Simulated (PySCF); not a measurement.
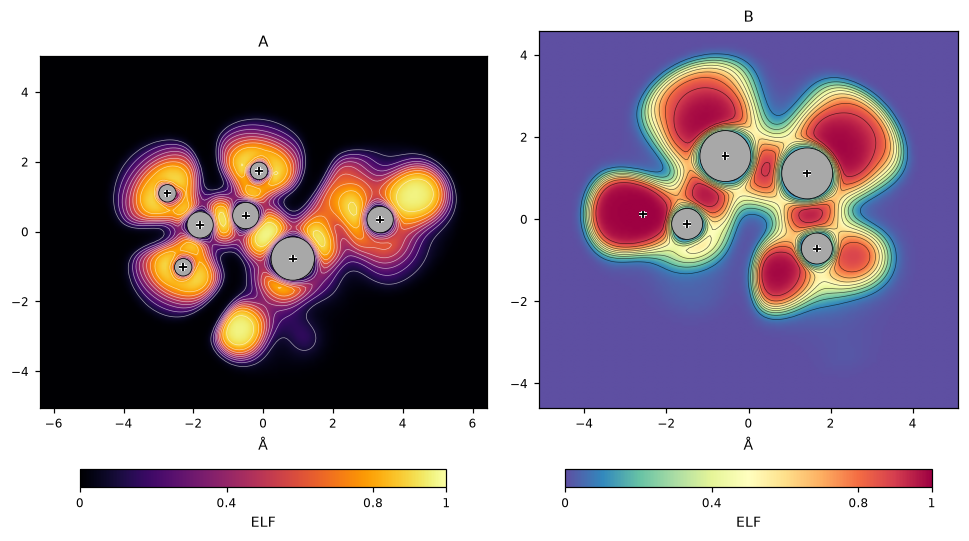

The electron localisation function of 2 systems, each on a plane through atoms (crosses mark nuclei in the plane; grey discs cover the cores).

Method: CAM-B3LYP/def2-SVPD, SCF density, gas phase (PySCF 2.14.0).

System 1: C2H8OP2Si (SMILES OC/P=P\C[SiH3]), the plane of atoms C2, P3 and P4. Geometry: GFN2-xTB.

```xyz
14

O     1.3791   -1.0602    0.2531
C     2.1144    0.0161   -0.2696
P     1.6499    1.6960    0.4776
P    -0.3107    2.0368    0.0432
C    -0.9813    0.6072   -0.9117
Si   -1.9761   -0.5726    0.2220
H     1.5836   -1.1484    1.1905
H     1.9392    0.0276   -1.3496
H     3.1907   -0.1223   -0.1060
H    -0.2077    0.0534   -1.4377
H    -1.6662    1.0268   -1.6505
H    -2.4462   -1.6679   -0.6281
H    -1.1608   -1.0754    1.3247
H    -3.1085    0.1826    0.7652
```

System 2: C5H6F3PSe, the plane of atoms F7, C6 and C8. Geometry: PBE0-D3(BJ)/def2-SVP.

```
atom    x (Å)    y (Å)    z (Å)
   C  -2.4373  -1.3287  -0.1116
   C  -1.4352  -0.5745  -0.5590
   P  -0.1252   0.0027   0.5507
   C  -0.0698   1.8052   0.3005
  Se  -0.2652  -0.6059   2.5488
   C   1.3427  -0.6289  -0.3433
   F   1.1595  -1.7516  -1.0428
   C   2.5805  -0.1334  -0.2642
   F   2.8786   0.9486   0.4079
   F   3.6235  -0.6596  -0.8380
   H  -2.4746  -1.6247   0.9439
   H  -3.2359  -1.6675  -0.7777
   H  -1.3593  -0.2703  -1.6098
   H  -0.9893   2.2176   0.7386
   H   0.7957   2.2157   0.8361
   H  -0.0092   2.0545  -0.7693
```

> Which map belongs to which system?

Panel A is system 2, C5H6F3PSe: the plane holds C, P and F. C–F (1.30 Å): the ELF peaks at about 0.85 between the atoms: a shared but strongly polarised pair. Panel B is system 1, C2H8OP2Si: the plane holds C, P and H. C–P (1.85 Å): the ELF peaks at about 0.95 between the atoms; a shared electron pair.
